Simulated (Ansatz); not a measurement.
**CH₂F₂Si₂: density, localisation and related maps**

The calculation's input:

```
crystal:
  periodic: [false, false, false]
  atoms:
    - {symbol: C, position_ang: [-0.501259, -1.627807, -1.445312]}
    - {symbol: F, position_ang: [-1.091810, -0.482458, 0.901024]}
    - {symbol: F, position_ang: [-1.701873, -0.049424, -3.636775]}
    - {symbol: Si, position_ang: [-0.245800, -1.817970, 0.374598]}
    - {symbol: Si, position_ang: [-1.411774, -0.318964, -2.068491]}
    - {symbol: H, position_ang: [-0.059879, -2.368103, -2.125833]}
    - {symbol: H, position_ang: [-2.075683, 0.764270, -1.324188]}
basis:
  gaussian: {orbitals: def2-TZVPD}
hamiltonian: {xc: {name: PBE0}}
output: {forces: true, orbitals: {seedname: orbitals}}
```

Command:

```sh
ansatz run input.yaml --threads 1 --pin off --max-ram 2610MiB --events-out events.jsonl --progress --plain --runs-dir runs
```

Geometry: r2SCAN-D4/def2-SVP.

Theory: isolated molecule in a Gaussian basis; Kohn-Sham density functional theory, functional PBE0 (Ansatz).

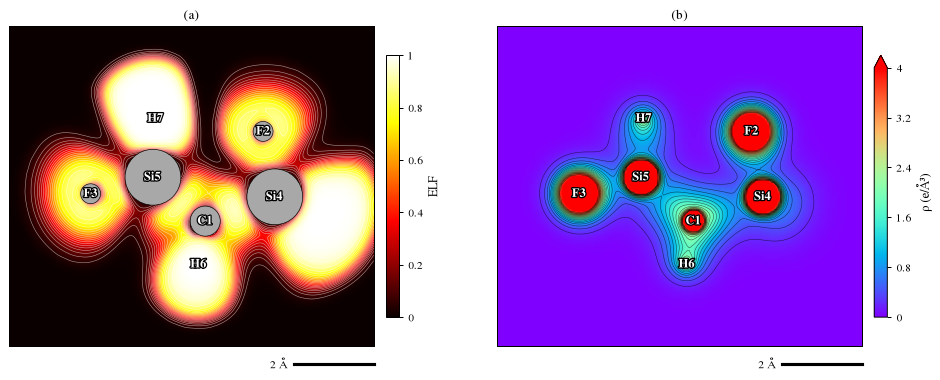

Figure 1. (a) ELF; (b) electron density on the molecular plane. Grey discs cover the atomic cores in the ELF map.

Interpret the plot.

Answer. The section cuts through C, F, Si and H sites. Si–F (1.62 Å): ρ at the midpoint is about 1.1 e/Å³; the ELF peaks at about 0.85 in the valence shell of F, 0.6 Å from its nucleus, and is about 0.40 at the midpoint. C–Si (1.71 Å): the density is about 1.2 e/Å³ at the midpoint; the ELF peaks at about 0.90 between the atoms: a covalent bond. C–H (1.10 Å): the density is about 1.9 e/Å³ at the midpoint; the ELF climbs to about 1 towards the hydrogen, as it does in any bond to H (a covalent bond by its length). Si–F (1.67 Å): ρ at the midpoint is about 1 e/Å³; the ELF peaks at about 0.85 in the valence shell of F, 0.5 Å from its nucleus, and is about 0.55 at the midpoint. C–Si (1.85 Å): the density is about 0.96 e/Å³ at the midpoint; the ELF peaks at about 0.95 between the atoms; a covalent bond. The ELF also peaks beside Si4, F3 and F2, away from the bonds: lone-pair regions.

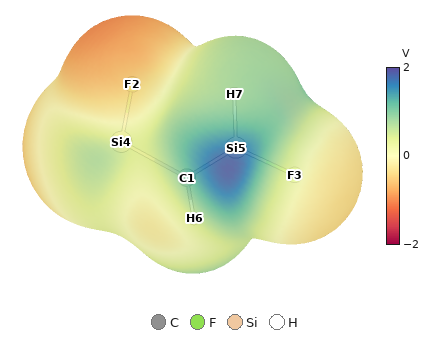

Figure 2. The electrostatic potential painted on the density surface at 0.001 e/bohr³, seen at a tilt; the colour scale runs from red (negative) to blue (positive).

Describe the electrostatic potential map.

Answer. The most negative region (about −1.0 V) lies over F2, the most positive (about +1.8 V) over Si5.

What dipole moment does the calculation give?

Answer. Its dipole moment is 1.70 D.

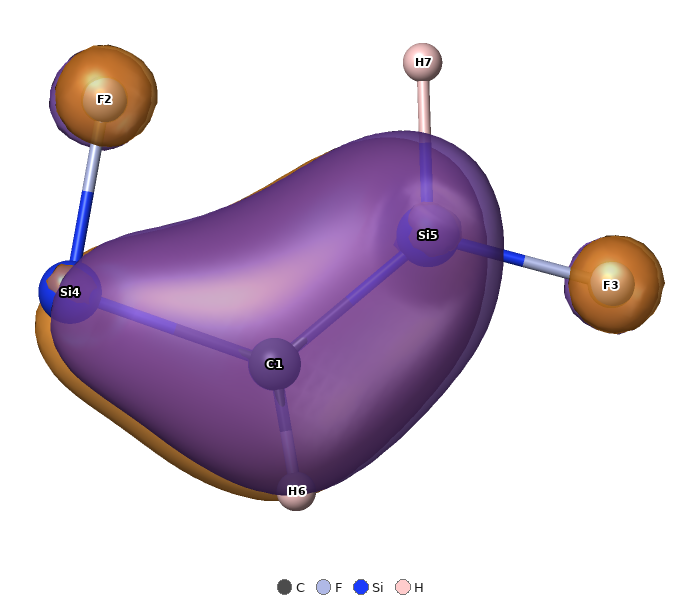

Figure 3. The HOMO−1 at ±0.1 Å⁻³ᐟ² (orange and purple are the two phases), seen across its widest extent.

Describe this orbital and give its energy.

Answer. Its weight (Hirshfeld) is mainly on C1 (about 50 %), Si5 (about 30 %) and Si4 (about 15 %); it changes sign across the molecular plane (π type); π-bonding across C1–Si4 and C1–Si5. Its energy is −7.61 eV.
